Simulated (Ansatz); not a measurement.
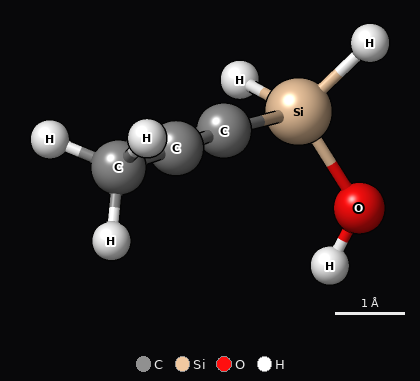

**Figure 1.** The structure as given in the input (ball-and-stick view, seen at a tilt).

Run report: C₃H₆OSi, nudged elastic band

The run: nudged elastic band of C₃H₆OSi. Method and program: RKS B3LYP-D4/6-31G (Ansatz 0.2.0).

It belongs to a series of runs on one base structure; here: band between the two ends.

The input:
```yaml
crystal:
  periodic: [false, false, false]
  atoms:
    - { symbol: C, position_ang: [-0.331501, -1.87236, 1.653854] }
    - { symbol: C, position_ang: [-0.04823, -0.721841, 0.803637] }
    - { symbol: C, position_ang: [0.201134, 0.250673, 0.107133] }
    - { symbol: Si, position_ang: [0.527561, 1.663563, -1.03348] }
    - { symbol: O, position_ang: [0.022212, 1.327029, -2.653871] }
    - { symbol: H, position_ang: [0.580797, -2.438915, 1.875093] }
    - { symbol: H, position_ang: [-1.037267, -2.558414, 1.169981] }
    - { symbol: H, position_ang: [-0.772451, -1.563899, 2.609275] }
    - { symbol: H, position_ang: [-0.180586, 2.87192, -0.483723] }
    - { symbol: H, position_ang: [1.99298, 1.911369, -1.154437] }
    - { symbol: H, position_ang: [-0.889251, 1.073675, -2.872863] }
basis:
  gaussian: { orbitals: "6-31G" }
hamiltonian:
  xc: b3lyp
  dispersion: d4
neb:
  order_check: false
  images: 4
  f_tol: 0.05
  max_iterations: 60
  climbing: false
  final_atoms:
    - { symbol: C, position_ang: [-0.15796606, -1.29675481, 1.12599952] }
    - { symbol: C, position_ang: [-0.2200511, 0.14822261, 0.94887944] }
    - { symbol: C, position_ang: [-0.27795525, 1.3682687, 0.79153449] }
    - { symbol: Si, position_ang: [0.96133881, 1.36844101, -1.23303123] }
    - { symbol: O, position_ang: [-0.26482102, 1.00396947, -2.43248567] }
    - { symbol: H, position_ang: [0.87348046, -1.63911545, 1.26229645] }
    - { symbol: H, position_ang: [-0.5745116, -1.82163376, 0.25879892] }
    - { symbol: H, position_ang: [-0.73761527, -1.59787842, 2.00901348] }
    - { symbol: H, position_ang: [-0.54288255, 2.38313954, 0.98754379] }
    - { symbol: H, position_ang: [1.51784975, -0.08384411, -0.97020897] }
    - { symbol: H, position_ang: [-0.51146816, 0.10998521, -2.72774122] }
  initial_path:
    images:
      - { positions_ang: [[-0.331501, -1.87236, 1.653854], [-0.04823, -0.721841, 0.803637], [0.201134, 0.250673, 0.107133], [0.527561, 1.663563, -1.03348], [0.022212, 1.327029, -2.653871], [0.580797, -2.438915, 1.875093], [-1.037267, -2.558414, 1.169981], [-0.772451, -1.563899, 2.609275], [-0.180586, 2.87192, -0.483723], [1.99298, 1.911369, -1.154437], [-0.889251, 1.073675, -2.872863]] }
      - { positions_ang: [[-0.33075003, -1.82640693, 1.63169284], [-0.05423631, -0.66275746, 0.77181772], [0.18849204, 0.29763602, 0.06661637], [0.58776223, 1.72782107, -1.058144], [-0.04683351, 1.4616619, -2.62373436], [0.56052068, -2.36503897, 1.86089963], [-1.03984699, -2.49219168, 1.13977187], [-0.78325515, -1.48186752, 2.5708666], [-0.22490021, 2.38299805, -0.34742497], [2.02251715, 1.9075382, -1.2122826], [-0.81407188, 0.99340731, -2.7794801]] }
      - { positions_ang: [[-0.32999907, -1.78045385, 1.60953168], [-0.06024263, -0.60367393, 0.73999844], [0.17585007, 0.34459903, 0.02609973], [0.64796345, 1.79207915, -1.08280801], [-0.11587903, 1.59629481, -2.59359772], [0.54024436, -2.29116294, 1.84670626], [-1.04242698, -2.42596935, 1.10956274], [-0.7940593, -1.39983604, 2.5324582], [-0.26921443, 1.8940761, -0.21112694], [2.0520543, 1.90370741, -1.2701282], [-0.73889276, 0.91313961, -2.68609719]] }
      - { positions_ang: [[-0.29529208, -1.66533281, 1.50396079], [-0.09460685, -0.4296612, 0.76904692], [0.08003222, 0.56811817, 0.16298003], [0.73471902, 1.73305475, -1.12271826], [-0.17328563, 1.5316829, -2.54932065], [0.59878105, -2.13120303, 1.72414695], [-0.9498759, -2.2786133, 0.92732633], [-0.78709215, -1.40663192, 2.4124059], [-0.34167374, 1.79632001, 0.08312642], [1.95702825, 1.50466478, -1.2332826], [-0.66333619, 0.72040166, -2.65707284]] }
      - { positions_ang: [[-0.22662907, -1.48104381, 1.31498015], [-0.15732897, -0.1407193, 0.85896318], [-0.09896152, 0.96819344, 0.47725726], [0.84802892, 1.55074788, -1.17787474], [-0.21905333, 1.26782619, -2.49090316], [0.73613075, -1.88515924, 1.4932217], [-0.76219375, -2.05012353, 0.59306263], [-0.76235371, -1.50225517, 2.21070969], [-0.44227815, 2.08972977, 0.53533511], [1.737439, 0.71041034, -1.10174579], [-0.58740218, 0.41519343, -2.69240703]] }
      - { positions_ang: [[-0.15796606, -1.29675481, 1.12599952], [-0.2200511, 0.14822261, 0.94887944], [-0.27795525, 1.3682687, 0.79153449], [0.96133881, 1.36844101, -1.23303123], [-0.26482102, 1.00396947, -2.43248567], [0.87348046, -1.63911545, 1.26229645], [-0.5745116, -1.82163376, 0.25879892], [-0.73761527, -1.59787842, 2.00901348], [-0.54288255, 2.38313954, 0.98754379], [1.51784975, -0.08384411, -0.97020897], [-0.51146816, 0.10998521, -2.72774122]] }
```

Launch command:
```bash
ansatz run input.yaml --threads 1 --pin off --max-ram 2048MiB --backend cpu --events-out ev --progress --plain --runs-dir out
```

What the program printed:
```
Engine: ansatz 0.2.0, aarch64-unknown-linux-gnu
Functional definition: B3LYP
  parameter a0 = 0.2
  parameter ax = 0.72
  parameter ac = 0.81
  exchange = (1 - a0 - ax)*slater_x + ax*b88_x + a0*exact_x
  correlation = (1 - ac)*vwn_rpa_c + ac*lyp_c
851 factors; integrals over basis functions are off by at most 1.6e-4 eV
mean field evaluation 1: about -13122.2761 eV, gradient 6.2e1 eV
mean field evaluation 2: about -13111.6211 eV, gradient 9.6e1 eV
mean field evaluation 4: about -13130.4289 eV, gradient 3.0e0 eV
mean field evaluation 8: about -13130.4892 eV, gradient 1.5e-1 eV
mean field evaluation 16: about -13130.4893 eV, gradient 1.2e-5 eV
mean field -13130.48928129 eV, -482.5365809221 hartree, gradient 1.2e-5 eV, S^2 0.000000; 0 other end points of the search recorded, 0 dependent functions left out
the calculation of the forces begins
reference -13130.48953196 eV, -482.5365901339 hartree; 23, 23 occupied and 38, 38 virtual orbitals, 851 factors
851 factors; integrals over basis functions are off by at most 1.7e-4 eV
mean field evaluation 32: about -13129.1123 eV, gradient 2.8e-5 eV
mean field -13129.11227739 eV, -482.4859769620 hartree, gradient 2.8e-5 eV, S^2 0.000000; 0 other end points of the search recorded, 0 dependent functions left out
[... from here on the field's lines of each further geometry are left out, up to the last ...]
NEB iter   1: max|band force component| = 9.716e0 eV/Å  barrier→ = 4.8032 eV  barrier← = 3.4889 eV  Δτ_max = 0.1936 Å  (162 SCF iters)
NEB iter   2: max|band force component| = 3.376e0 eV/Å  barrier→ = 3.8674 eV  barrier← = 2.5532 eV  Δτ_max = 0.2000 Å  (121 SCF iters)
NEB iter   3: max|band force component| = 2.629e0 eV/Å  barrier→ = 3.3876 eV  barrier← = 2.0733 eV  Δτ_max = 0.1942 Å  (126 SCF iters)
NEB iter   4: max|band force component| = 6.144e0 eV/Å  barrier→ = 2.9808 eV  barrier← = 1.6666 eV  Δτ_max = 0.0991 Å  (127 SCF iters)
NEB iter   5: max|band force component| = 2.431e0 eV/Å  barrier→ = 2.4131 eV  barrier← = 1.0988 eV  Δτ_max = 0.2000 Å  (122 SCF iters)
NEB iter   6: max|band force component| = 9.088e-1 eV/Å  barrier→ = 2.5180 eV  barrier← = 1.2037 eV  Δτ_max = 0.1958 Å  (122 SCF iters)
NEB iter   7: max|band force component| = 9.109e-1 eV/Å  barrier→ = 2.4614 eV  barrier← = 1.1471 eV  Δτ_max = 0.1004 Å  (119 SCF iters)
NEB iter   8: max|band force component| = 1.257e0 eV/Å  barrier→ = 2.2827 eV  barrier← = 0.9685 eV  Δτ_max = 0.0505 Å  (123 SCF iters)
NEB iter   9: max|band force component| = 6.991e-1 eV/Å  barrier→ = 2.1933 eV  barrier← = 0.8790 eV  Δτ_max = 0.0501 Å  (126 SCF iters)
NEB iter  10: max|band force component| = 4.291e-1 eV/Å  barrier→ = 2.2640 eV  barrier← = 0.9497 eV  Δτ_max = 0.0502 Å  (123 SCF iters)
NEB iter  11: max|band force component| = 3.655e-1 eV/Å  barrier→ = 2.1924 eV  barrier← = 0.8782 eV  Δτ_max = 0.0503 Å  (123 SCF iters)
NEB iter  12: max|band force component| = 4.019e-1 eV/Å  barrier→ = 2.1866 eV  barrier← = 0.8724 eV  Δτ_max = 0.0250 Å  (122 SCF iters)
NEB iter  13: max|band force component| = 1.065e-1 eV/Å  barrier→ = 2.1940 eV  barrier← = 0.8798 eV  Δτ_max = 0.0497 Å  (114 SCF iters)
NEB iter  14: max|band force component| = 1.959e-1 eV/Å  barrier→ = 2.1787 eV  barrier← = 0.8645 eV  Δτ_max = 0.0249 Å  (118 SCF iters)
NEB iter  15: max|band force component| = 7.917e-2 eV/Å  barrier→ = 2.1717 eV  barrier← = 0.8575 eV  Δτ_max = 0.0252 Å  (119 SCF iters)
NEB iter  16: max|band force component| = 1.652e-1 eV/Å  barrier→ = 2.1644 eV  barrier← = 0.8502 eV  Δτ_max = 0.0125 Å  (120 SCF iters)
the calculation of the forces begins
reference -13129.05823881 eV, -482.4839910809 hartree; 23, 23 occupied and 38, 38 virtual orbitals, 851 factors
851 factors; integrals over basis functions are off by at most 1.7e-4 eV
mean field evaluation 608: about -13128.3343 eV, gradient 2.4e-4 eV
mean field -13128.33429840 eV, -482.4573867615 hartree, gradient 1.6e-5 eV, S^2 0.000000; 1 other end points of the search recorded, 0 dependent functions left out
the calculation of the forces begins
reference -13128.33454724 eV, -482.4573959063 hartree; 23, 23 occupied and 38, 38 virtual orbitals, 851 factors
NEB iter  17: max|band force component| = 4.583e-2 eV/Å  barrier→ = 2.1436 eV  barrier← = 0.8293 eV  Δτ_max = 0.0000 Å  (219 SCF iters)
```

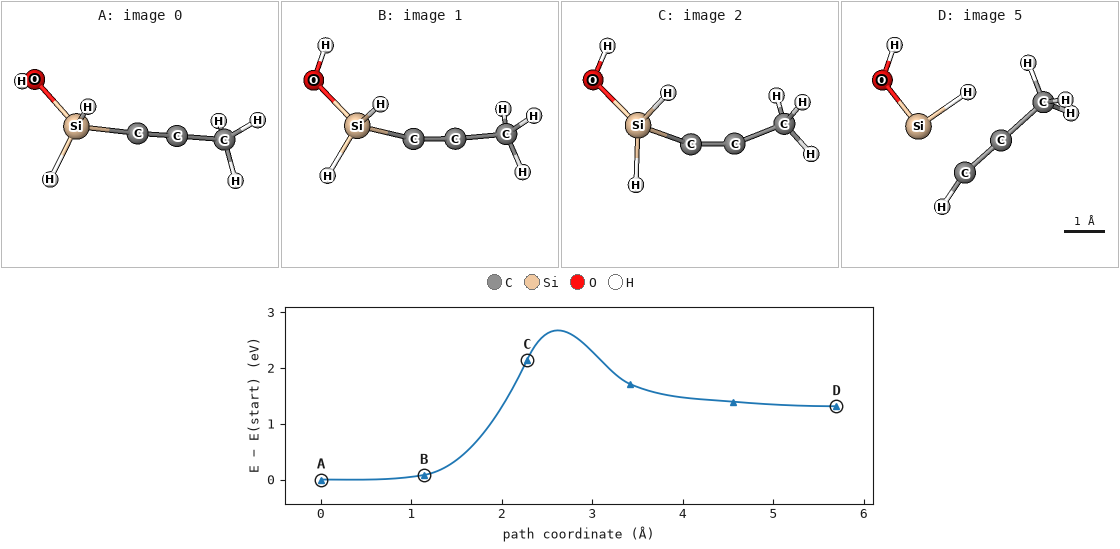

**Figure 2.** Images of the last band (counted from 0; ball-and-stick, seen at a tilt) above the energy along the path; the line is a cubic interpolation that uses the forces. The highest image is number 2, 2.144 eV above the start and 0.829 eV above the end; the end lies 1.314 eV above the start. The path is 5.70 Å long. The band converged in 17 iterations.

```
Total energy: -13128.65521767 eV, -482.4691803272 hartree
Atom 0 at    -0.283095    -1.675904     1.533578 Å, force    -0.048278    -0.290373     0.262291 eV/Å
Atom 1 at    -0.378893    -0.324058     1.046778 Å, force    -0.032513    -0.437106    -0.012324 eV/Å
Atom 2 at    -0.294744     0.626857     0.297227 Å, force     0.442862    -1.054688    -1.135949 eV/Å
Atom 3 at     0.480074     1.701730    -1.025469 Å, force    -1.096770    -0.990483     1.219474 eV/Å
Atom 4 at    -0.234624     1.498556    -2.606303 Å, force    -0.090999     0.284337     0.191675 eV/Å
Atom 5 at     0.752468    -2.009282     1.380502 Å, force    -0.061743    -0.199311     0.197392 eV/Å
Atom 6 at    -0.930064    -2.304547     0.911320 Å, force    -0.044612    -0.241075     0.203922 eV/Å
Atom 7 at    -0.549637    -1.794983     2.581061 Å, force    -0.052859    -0.197246     0.225592 eV/Å
Atom 8 at    -0.158541     2.564158     0.092400 Å, force     1.088439     1.959816    -1.595328 eV/Å
Atom 9 at     1.857157     1.062721    -1.196457 Å, force    -0.016381     0.851985     0.339702 eV/Å
Atom 10 at    -0.194703     0.597552    -2.994037 Å, force    -0.087146     0.314144     0.103554 eV/Å
Dipole moment:     0.309859    -0.508070     0.133421 e Å
this run last wrote the band of iteration 17 to [file]
```

The last band as extended XYZ (Å, eV, eV/Å):
```
11
Properties=species:S:1:pos:R:3:forces:R:3 image=0 energy=-13130.79854
C    -0.3315   -1.8724    1.6539   -0.0012  -0.0010   0.0000
C    -0.0482   -0.7218    0.8036    0.0021   0.0059  -0.0042
C     0.2011    0.2507    0.1071   -0.0012  -0.0041   0.0035
Si    0.5276    1.6636   -1.0335   -0.0043  -0.0031  -0.0073
O     0.0222    1.3270   -2.6539    0.0024   0.0017   0.0048
H     0.5808   -2.4389    1.8751    0.0003   0.0001   0.0004
H    -1.0373   -2.5584    1.1700    0.0004   0.0000   0.0005
H    -0.7725   -1.5639    2.6093    0.0000  -0.0003   0.0004
H    -0.1806    2.8719   -0.4837    0.0008   0.0002   0.0012
H     1.9930    1.9114   -1.1544    0.0009   0.0003   0.0007
H    -0.8893    1.0737   -2.8729   -0.0002   0.0001   0.0000
11
Properties=species:S:1:pos:R:3:forces:R:3 image=1 energy=-13130.71699
C    -0.3168   -1.8411    1.6190   -0.0132  -0.0662   0.0258
C    -0.2447   -0.5867    0.8918    0.0430  -0.0948  -0.0525
C    -0.1007    0.4197    0.2189    0.0713  -0.0836  -0.0351
Si    0.4215    1.7010   -0.9817   -0.0251  -0.0004   0.0089
O    -0.3544    1.5496   -2.5223   -0.0357   0.0238   0.0442
H     0.6723   -2.3146    1.6209   -0.0305  -0.1142   0.0865
H    -1.0169   -2.5254    1.1270   -0.0313  -0.0841   0.0738
H    -0.6345   -1.7155    2.6587   -0.0354   0.0246   0.0249
H     0.0336    3.0274   -0.4340    0.0660   0.1688  -0.1888
H     1.9054    1.5070   -1.1485    0.0211   0.1707   0.0243
H    -0.2994    0.7214   -3.0292   -0.0303   0.0553  -0.0121
11
Properties=species:S:1:pos:R:3:forces:R:3 image=2 energy=-13128.65497
C    -0.2831   -1.6759    1.5336   -0.0483  -0.2904   0.2623
C    -0.3789   -0.3241    1.0468   -0.0325  -0.4371  -0.0123
C    -0.2947    0.6269    0.2972    0.4429  -1.0547  -1.1359
Si    0.4801    1.7017   -1.0255   -1.0968  -0.9905   1.2195
O    -0.2346    1.4986   -2.6063   -0.0910   0.2843   0.1917
H     0.7525   -2.0093    1.3805   -0.0617  -0.1993   0.1974
H    -0.9301   -2.3045    0.9113   -0.0446  -0.2411   0.2039
H    -0.5496   -1.7950    2.5811   -0.0529  -0.1972   0.2256
H    -0.1585    2.5642    0.0924    1.0884   1.9598  -1.5953
H     1.8572    1.0627   -1.1965   -0.0164   0.8520   0.3397
H    -0.1947    0.5976   -2.9940   -0.0871   0.3141   0.1036
11
Properties=species:S:1:pos:R:3:forces:R:3 image=3 energy=-13129.08688
C    -0.2827   -1.6231    1.4562    0.0086   0.0895  -0.0829
C    -0.3478   -0.2284    1.0190    0.0139   0.0624   0.0082
C    -0.3815    0.9371    0.6619   -0.1214   0.3224   0.3468
Si    0.8468    2.0308   -1.4060    0.3454   0.3435  -0.3568
O    -0.2181    1.4296   -2.6392    0.0011  -0.0746  -0.0578
H     0.7321   -2.0233    1.3503    0.0097   0.0014  -0.0211
H    -0.9597   -2.2637    0.8795    0.0026   0.0282  -0.0243
H    -0.5622   -1.7183    2.5142    0.0060   0.0734  -0.0604
H    -0.4482    2.0074    0.5198   -0.2933  -0.5745   0.3821
H     1.8769    0.8535   -1.3030    0.0255  -0.1976  -0.0957
H    -0.1903    0.5412   -3.0321    0.0018  -0.0742  -0.0381
11
Properties=species:S:1:pos:R:3:forces:R:3 image=4 energy=-13129.40271
C    -0.2017   -1.4418    1.2979    0.0144   0.0287  -0.0338
C    -0.3158   -0.0193    0.9929    0.0013  -0.0036   0.0071
C    -0.4382    1.1804    0.7838   -0.0165   0.0567   0.0214
Si    0.9875    1.6132   -1.3001    0.0603  -0.0254   0.0611
O    -0.1509    1.2698   -2.5799    0.0075  -0.0186   0.0019
H     0.8157   -1.8169    1.1478    0.0270   0.0274  -0.0385
H    -0.8812   -2.0449    0.6852    0.0192   0.0271  -0.0386
H    -0.4660   -1.6171    2.3495    0.0162   0.0060  -0.0222
H    -0.7157    2.2052    0.8551   -0.0644   0.0251   0.0496
H     1.7121    0.2110   -1.2100   -0.0535  -0.0836   0.0005
H    -0.2803    0.4032   -3.0015   -0.0115  -0.0398  -0.0084
11
Properties=species:S:1:pos:R:3:forces:R:3 image=5 energy=-13129.48430
C    -0.1580   -1.2968    1.1260    0.0051  -0.0115  -0.0027
C    -0.2201    0.1482    0.9489   -0.0083  -0.0063   0.0081
C    -0.2780    1.3683    0.7915    0.0119   0.0098  -0.0201
Si    0.9613    1.3684   -1.2330   -0.0027  -0.0039  -0.0017
O    -0.2648    1.0040   -2.4325   -0.0006  -0.0101  -0.0012
H     0.8735   -1.6391    1.2623   -0.0170   0.0043  -0.0023
H    -0.5745   -1.8216    0.2588    0.0063   0.0056   0.0154
H    -0.7376   -1.5979    2.0090    0.0076   0.0012  -0.0101
H    -0.5429    2.3831    0.9875   -0.0059  -0.0024   0.0098
H     1.5178   -0.0838   -0.9702   -0.0006   0.0006  -0.0006
H    -0.5115    0.1100   -2.7277    0.0043   0.0128   0.0053
```

Results in brief:

| quantity | value |
| --- | --- |
| outcome | converged |
| barrier, forward | 2.144 eV |
| barrier, backward | 0.829 eV |
| hardware | 1 thread of Arm Neoverse V2, 24 GiB of memory available, shared host |
| wall time | 3.3 min |
| peak memory | 0.14 GiB |

Notes:

The order of the saddle point was not checked.
